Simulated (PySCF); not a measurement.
**C6H13NSi: density, localisation and related maps**

Input

```
{"job": {"kind": "nmr", "xc": "PBE0", "basis": "pcSseg-1"}, "charge": 0, "multiplicity": 1}
C      3.352794     0.427137     0.271969
C      2.148968    -0.114989    -0.424700
C      0.899027     0.082951    -0.040956
C     -0.308388    -0.455388    -0.751970
C     -1.160996    -1.337761     0.170912
C     -2.020869    -0.436758     1.056316
Si    -2.392906     1.063881    -0.050409
N     -1.192747     0.612866    -1.189991
H      3.901772     1.095607    -0.391602
H      4.025530    -0.384010     0.549963
H      3.071760     0.974670     1.168255
H      2.353356    -0.715076    -1.303662
H      0.679734     0.688954     0.828113
H      0.020171    -1.032036    -1.627733
H     -0.523930    -2.005299     0.754015
H     -1.813881    -1.947987    -0.455214
H     -2.904616    -0.969735     1.399988
H     -1.466696    -0.139718     1.946469
H     -2.184522     2.333271     0.661333
H     -3.707237     1.048140    -0.697746
H     -0.785244     1.228223    -1.873820
```

Run with:

```sh
OMP_NUM_THREADS=1 python probes_run.py task.json out
```

Geometry: GFN2-xTB.

Level of theory: PBE0/pcSseg-1, SCF density, gas phase, non-relativistic (PySCF 2.14.0).

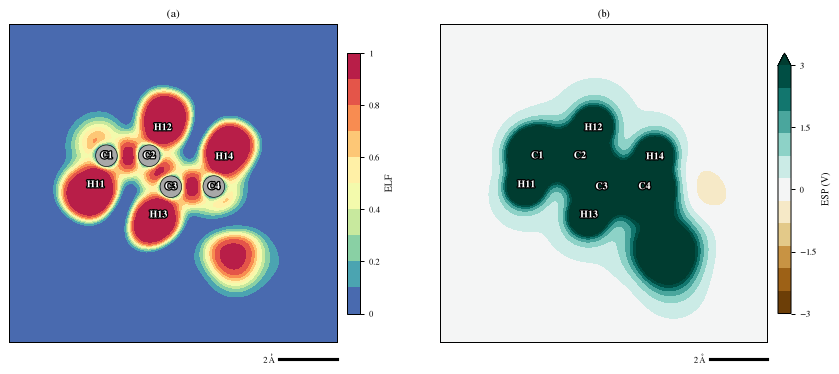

Figure 1. (a) ELF; (b) electrostatic potential on the plane of atoms C2, C3 and H13. Grey discs cover the atomic cores in the ELF map.

### Interpret the plot.

The section cuts through C and H sites. C–C (1.32 Å): the ELF peaks at about 0.95 between the atoms; a multiple bond. C–C (1.49 Å): the ELF peaks at about 0.95 between the atoms: a shared electron pair. C–H (1.08 Å): the ELF climbs to about 1 towards the hydrogen, as it does in any bond to H (a covalent bond by its length). Outside the dense part of the molecule the potential is most negative (−0.4 V) near H16, which lies off the plane.

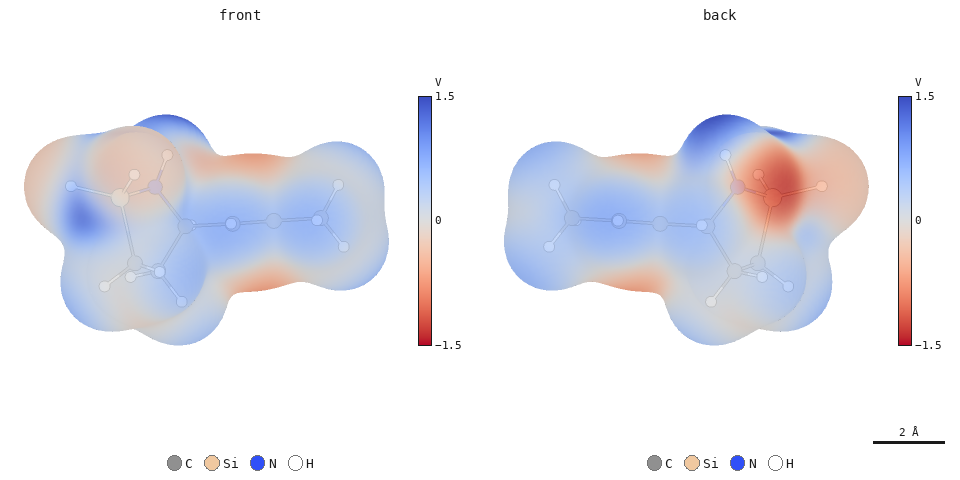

Figure 2. The molecular electrostatic potential painted on the density surface at 0.002 e/bohr³, seen from the front and from behind; red is negative and blue positive.

### Which sites attract a positive test charge, and which a negative one?

A positive charge is drawn to the negative regions and a negative charge to the positive ones. The most negative region (about −1.2 V) lies over N8, the most positive (about +1.3 V) over Si7 and H21. N8 is the likeliest acceptor of a hydrogen bond.
